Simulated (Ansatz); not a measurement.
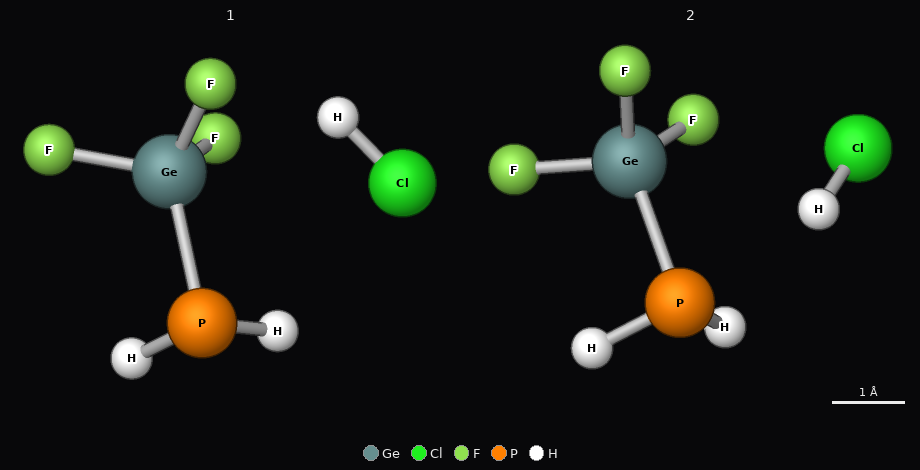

Two geometries of GePH3ClF3, drawn at one scale. One is the start of a relaxation, the other its converged end. Style: ball-and-stick. Shown at a tilt.

The calculation used RKS PBE0/def2-SVP in Ansatz 0.2.0. Settings: no spin polarisation; force threshold 0.03 eV/Å; at most 50 steps.

Which one is relaxed?

Structure 1 is the relaxed one. The run prepares an end point of a later path (reaction) calculation, from a guessed geometry. The largest move after the best rigid fit is that of an H atom, 1.35 Å. Largest moves by element: H 1.35 Å, Cl 0.68 Å, F 0.67 Å, P 0.39 Å, Ge 0.15 Å. Among the contacts that change: Cl–Ge 3.422 → 3.643 Å, Cl–H 1.332 → 1.295 Å, F–Ge 1.717 → 1.739 Å, Ge–P 2.278 → 2.288 Å. Among the angles between lasting bonds that change: F–Ge–F 106.9° → 103.5°, Ge–P–H 92.0° → 89.4°. Groups turn about Ge–P by about 40°. Over 19 accepted moves (22 points after the start) the energy falls by 0.203 eV. The largest force component goes from 1.1 to 0.016 eV/Å. The line search rejected the trial steps at points 3, 7, 20 of the run. Cost: 61 s on 4 threads of Arm Neoverse V1, with other jobs on the host, peak memory 0.36 GiB.

Limits of the set-up: the start holds two separate molecules, 2.6 Å apart at their closest, whose relative position is a soft coordinate and is computed without a dispersion correction.
